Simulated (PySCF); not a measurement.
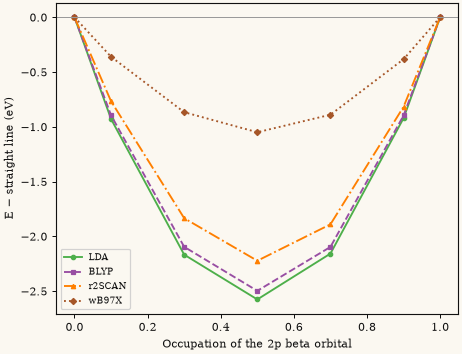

One 2p beta orbital of Ne⁺ ([He] 2s² 2p⁵) is emptied in steps. The plot gives the energy less the straight line between the integer ends. PySCF, aug-cc-pVDZ, non-relativistic, unrestricted single determinants, no spin-orbit coupling.

What do the curves say about each method?

LDA: convex (delocalisation error), largest departure −2.6 eV, removal energy 41.52 eV; BLYP: convex (delocalisation error), largest departure −2.5 eV, removal energy 41.27 eV; r2SCAN: convex (delocalisation error), largest departure −2.2 eV, removal energy 41.21 eV; wB97X: convex (delocalisation error), largest departure −1.0 eV, removal energy 40.99 eV. The measured removal energy is 40.96 eV. The exact energy is a straight line between whole electron numbers.
